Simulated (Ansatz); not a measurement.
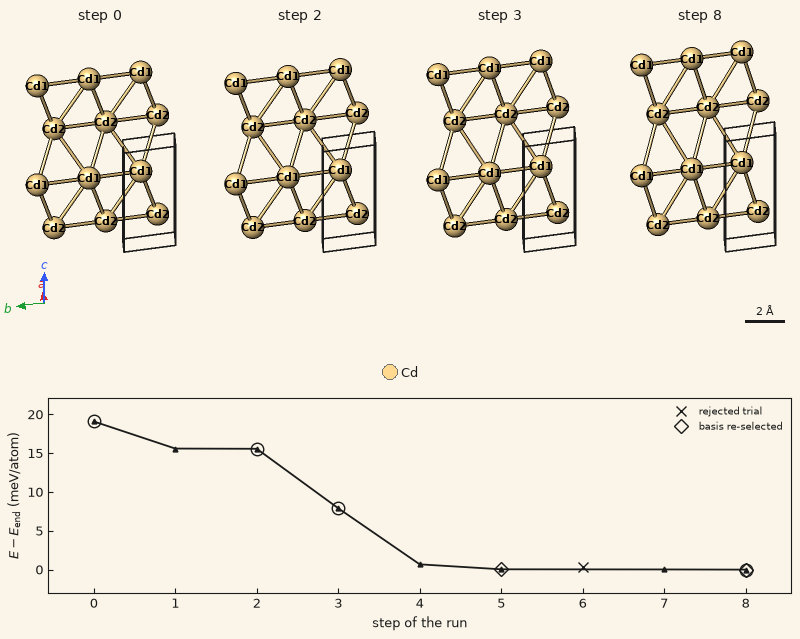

Frames of a relaxation of solid Cd (set up in P6_3/mmc), marked on the history of the run. The picture is a ball-and-stick view of the cell of the calculation, repeated 1 × 3 × 2 with one cell outlined, seen from a free direction.

Case: the second end member.

The calculation used DFT PBE, scalar-relativistic, plane waves, PAW (Ansatz). Settings: plane-wave cutoff 420 eV; k-point mesh 15 × 15 × 8; occupations gaussian; smearing width 0.1 eV; no spin polarisation; cell and atoms relaxed; force threshold 0.005 eV/Å; at most 80 steps.

Q: Describe the path.

A: No atom moves by more than 0.005 Å relative to the cell. Cell: a = b 3.112 → 3.012 Å (−3.2 %), c 5.217 → 5.828 Å (+11.7 %). Volume +4.6 %. Some distances before and after: Cd1–Cd2 3.168 → 3.394 Å, Cd1–Cd1 3.112 → 3.012 Å. The space group stays P6_3/mmc (No. 194). The energy falls by 19.1 meV per atom in 5 accepted moves (8 points after the start). All forces vanish by symmetry, so only the cell relaxes. The pressure goes from 1.58 to 0.01 GPa. The line search rejected the trial step at point 6 of the run. The SCF was repeated twice at an unchanged geometry on a basis and grid sized afresh for the cell, which shifted the energy by 0.6 meV per atom at most. Cost: 25 s on 2 threads of Intel(R) Xeon(R) Platinum 8375C CPU @ 2.90GHz (Ice Lake), with other jobs on the host, peak memory 0.46 GiB. From step 0 to 2: volume +3.6 %, energy −3.5 meV per atom. From step 2 to 3: volume +1.4 %, energy −7.7 meV per atom. From step 3 to 8: volume −0.4 %, energy −7.9 meV per atom.
